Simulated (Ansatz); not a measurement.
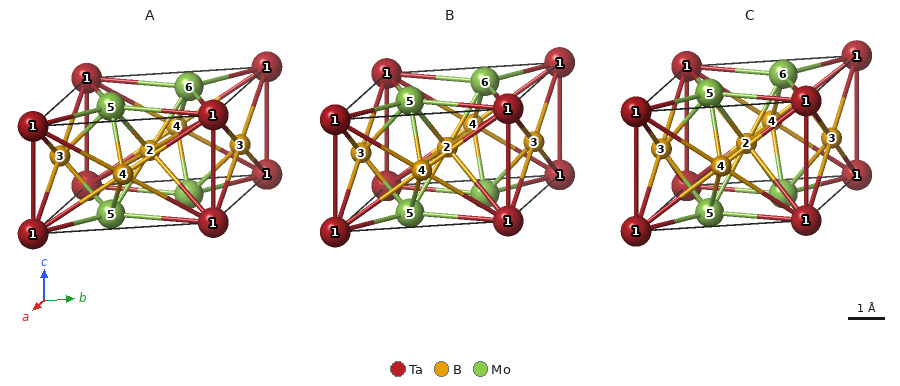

3 geometries from one relaxation of solid TaB₃Mo₂ (a generated structure, set up in P6/mmm) (coarse preliminary run), in shuffled order. The picture is a ball-and-stick view of the cell of the calculation, seen slightly off an axis.

Method: DFT PBE, scalar-relativistic, plane waves, PAW in Ansatz. Set-up: plane-wave cutoff 420 eV; k-point mesh 6 × 6 × 6; occupations gaussian; smearing width 0.1 eV; no spin polarisation; cell and atoms relaxed; force threshold 0.04 eV/Å; at most 70 steps.

Question: Order the frames from highest to lowest energy.

Answer: C, B, A. They are steps 0, 2, 7, at +32.7 meV per atom, +25.7 meV per atom relative to the last. Over 6 accepted moves (7 points after the start) the energy falls by 32.7 meV per atom. All forces vanish by symmetry, so only the cell relaxes. The pressure goes from −0.44 to 0.08 GPa. At 1 point the geometry stayed and the basis and grid were re-selected for the new cell (energy shift of 0.8 meV per atom at most each time). The atoms keep their places relative to the cell (all moves are under 0.005 Å). The drawn cell changes as follows: a = b 4.910 → 5.202 Å (+5.9 %), c 3.488 → 3.142 Å (−9.9 %); the volume changes by +1.1 %. Near-neighbour distances that change, for instance: Ta1–Ta1 3.488 → 3.142 Å, Ta1–Mo5 2.835 → 3.003 Å, Mo5–Mo6 2.835 → 3.003 Å, B2–Mo5 2.248 → 2.173 Å. The space group stays P6/mmm (No. 191). The run took 34 s on 1 thread of Arm Neoverse V1, with other jobs on the host, peak memory 0.38 GiB.
